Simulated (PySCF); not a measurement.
```xyz
8

C     1.6954   -0.2338    0.2546
N     0.4923   -0.0538    0.0556
Al   -1.3165    0.1821   -0.1662
H     2.1149   -0.6992    1.1749
H     2.4927    0.0504   -0.4682
H    -1.5857    1.7662   -0.3519
H    -1.7602   -0.6330   -1.4919
H    -2.1238   -0.3695    1.1241
```

Geometry: GFN2-xTB.

The calculation used PySCF, PBE0/pcSseg-1, SCF density, gas phase, non-relativistic.

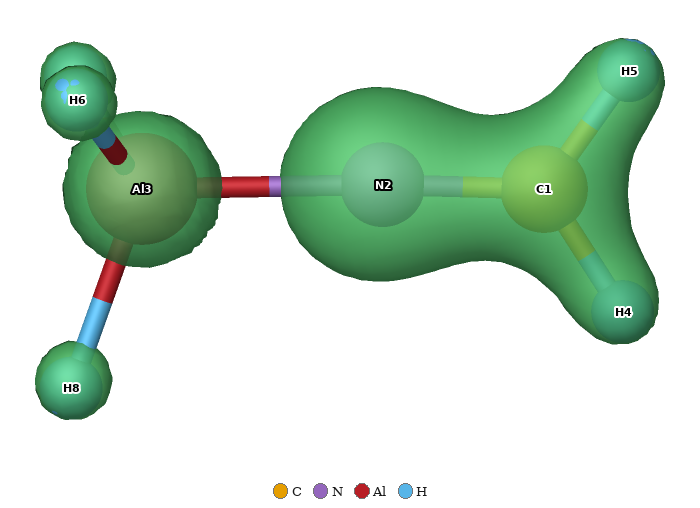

CH$_{5}$AlN (charge −1). Isosurface of the total electron density at 1 e/Å³ (green), seen across its widest extent.

What does this surface tell about the bonding?

Answer. At this value the surface falls into five separate pieces. It bridges the sampled C–N (1.23 Å) and C–H (1.11 Å) contacts, where the density stays above the isovalue. It is pinched off along the sampled Al–N (1.84 Å) and Al–H (1.62 Å) contacts. On the grid the lowest density along these lines, outside the cores, is 2.8 e/Å³ (C–N, 1.23 Å), 0.56 e/Å³ (Al–N, 1.84 Å), 1.8 e/Å³ (C–H, 1.11 Å) and 0.48 e/Å³ (Al–H, 1.62 Å).
